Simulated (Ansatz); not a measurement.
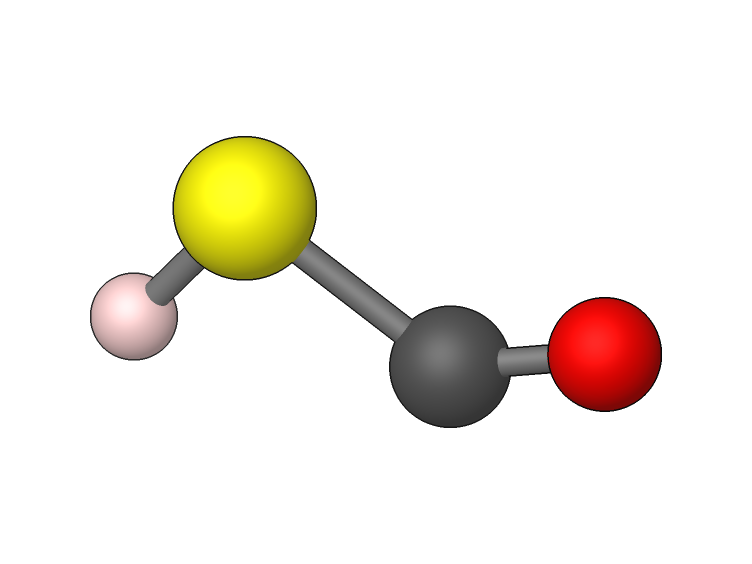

Every bond is drawn as one stick, whatever its order. Colours: oxygen red, carbon dark grey, sulfur yellow, hydrogen pink.

Charge 0, doublet. The geometry was computed by an optimisation with PBE0-D4/def2-TZVP. No frequency run is at hand to confirm it as a minimum.

What does the picture show?

The molecule is CHOS. This geometry has Cs symmetry. It is an open-shell species. All atoms lie on one plane. Coordination: 1 C bent; 1 S bent.

More results for the same structure follow; atom numbers are the same in all pictures, views and colours differ.

## Dipole moment

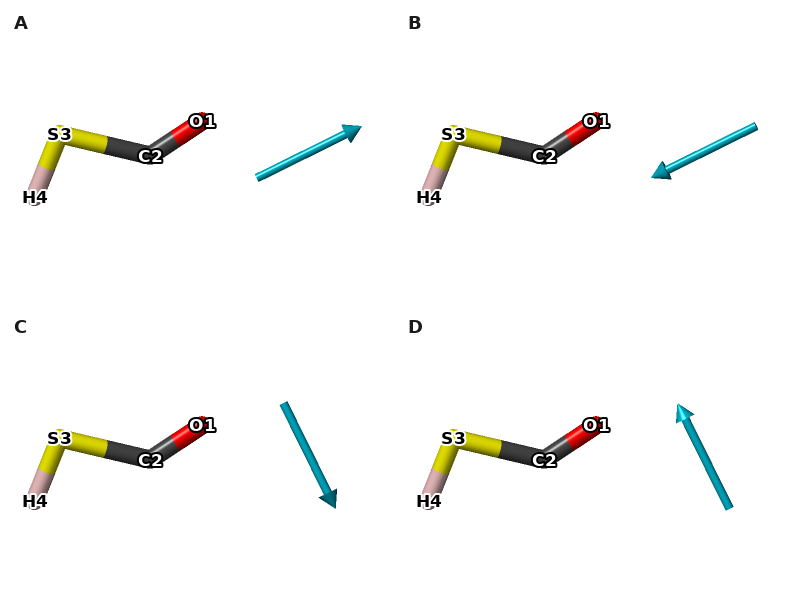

The same molecule four times, each with an arrow. No frequency run is at hand to confirm it as a minimum. Level of theory: UKS PBE0-D4/def2-TZVP (Ansatz 0.2.0).

**Which arrow points along the dipole moment, from the negative to the positive end?**

B. The dipole moment is 2.13 D; it points from the side of O1 to the side of H4 (the outermost atoms at the two ends).

## Electronic properties

No frequency run is at hand to confirm it as a minimum. Method: UHF-CCSD(T), frozen core/def2-TZVPP (Ansatz 0.2.0).

Predict the main results.

- ⟨S²⟩ of the determinant: 0.774
- T1 diagnostic: 0.021

## Charges

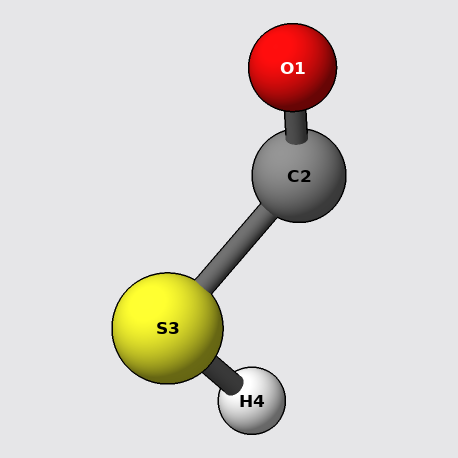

The questions are on Mulliken charges. No frequency run is at hand to confirm it as a minimum. Method: UKS PBE0-D4/def2-TZVP (Ansatz 0.2.0).

**Which atom carries the highest charge (most positive or least negative)?**

H4 (0.18 e).

**And the lowest?**

O1 (−0.15 e).

List the Mulliken charges.

```tsv
atom	value (e)
O1	−0.15
C2	0.05
S3	−0.08
H4	0.18
```

Mulliken values depend strongly on the basis set and can even reverse the polarity of a bond.
